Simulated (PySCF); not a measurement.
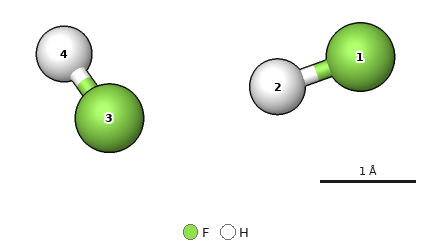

Figure 1. The input geometry (ball-and-stick view, seen at a tilt; atoms are numbered from 1 in the order of the input).

Frequency calculation of H2F2

The run: frequency calculation of H2F2. Method and program: PBE0-D3(BJ)/def2-TZVPD harmonic vibrations by differences of gradients, gas phase (PySCF 2.14.0).

The geometry comes from this level: PBE0-D3(BJ)/def2-TZVPD.

The program's output
```
coarse grid: 3416 points
cycle   1  E = -200.7245106817  dE = -6.389e-02  |g| = 6.684e-01  |ddm| = 9.154e-01
cycle   2  E = -200.6659650498  dE =  5.855e-02  |g| = 9.559e-01  |ddm| = 6.779e-01
cycle   3  E = -200.7945251871  dE = -1.286e-01  |g| = 3.179e-02  |ddm| = 3.774e-01
cycle   4  E = -200.7946558343  dE = -1.306e-04  |g| = 1.083e-02  |ddm| = 1.520e-02
cycle   5  E = -200.7946660501  dE = -1.022e-05  |g| = 6.282e-03  |ddm| = 5.966e-03
cycle   6  E = -200.7946714099  dE = -5.360e-06  |g| = 2.381e-04  |ddm| = 2.458e-03
final grid: 48144 points
cycle   7  E = -200.7975660155  dE = -4.108e-05  |g| = 5.603e-03  |ddm| = 1.442e-02
cycle   8  E = -200.7975629147  dE =  3.101e-06  |g| = 7.384e-03  |ddm| = 4.676e-03
cycle   9  E = -200.7975701683  dE = -7.254e-06  |g| = 1.967e-04  |ddm| = 2.760e-03
cycle  10  E = -200.7975701734  dE = -5.158e-09  |g| = 4.218e-05  |ddm| = 8.768e-05
cycle  11  E = -200.7975701736  dE = -1.620e-10  |g| = 2.626e-05  |ddm| = 2.640e-05
```

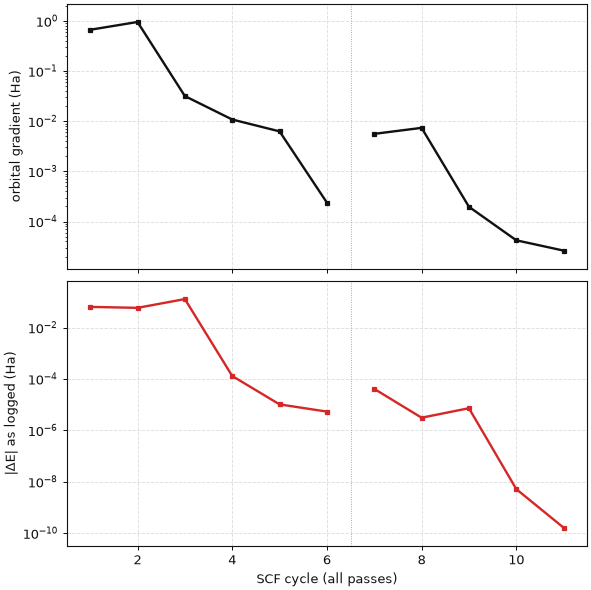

Figure 2. Convergence of the self-consistent field: orbital gradient and size of the energy change against the SCF cycle. The dotted line marks the change from a coarse to the final integration grid. The first 6 cycles use a coarse grid, the final grid takes over at cycle 7, and the field converges after 11 cycles in all.

```
converged SCF energy = -200.7975701736

mode    cm-1     km/mol
  1     167.5      6.60
  2     231.7    161.02
  3     482.8    170.74
  4     599.5    147.15
  5    3969.7    512.35
  6    4097.7    139.07
```

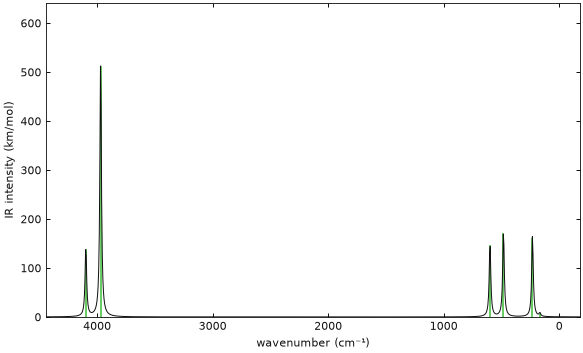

Figure 3. Harmonic infrared spectrum, unscaled: sticks (degenerate modes added up, dark ones marked on the axis) with a Lorentzian envelope of 16 cm⁻¹ full width, scaled to the tallest stick. 6 modes from 168 to 4098 cm⁻¹, none imaginary. The strongest line is at 3970 cm⁻¹ (512 km/mol). All modes, in cm⁻¹ (km/mol): 168 (6.6), 232 (161), 483 (171), 600 (147), 3970 (512), 4098 (139).

The run was set up as follows.

The input
```
{"job": {"kind": "irdft", "xc": "PBE0", "basis": "def2-TZVPD", "disp": "d3bj", "grid": 3}, "charge": 0, "multiplicity": 1, "parts": [{"atoms": "0-1", "charge": 0, "multiplicity": 1}, {"atoms": "2-3", "charge": 0, "multiplicity": 1}]}
F      0.333217     0.097742     0.033853
H     -0.577406    -0.042522    -0.082256
F     -2.323021    -0.073628    -0.522226
H     -2.541140     0.556000    -1.162826
```

The first line tells a small driver script what to run in PySCF; the rest is the geometry in Å.

Run as:
```bash
OMP_NUM_THREADS=1 python <driver script> task.json out
```

Results in brief

| quantity | value |
| --- | --- |
| outcome | converged |
| total energy | −200.797570 hartree |
| hardware | 1 CPU thread, shared host |
| wall time | 71 s |
| peak memory | 0.45 GiB |
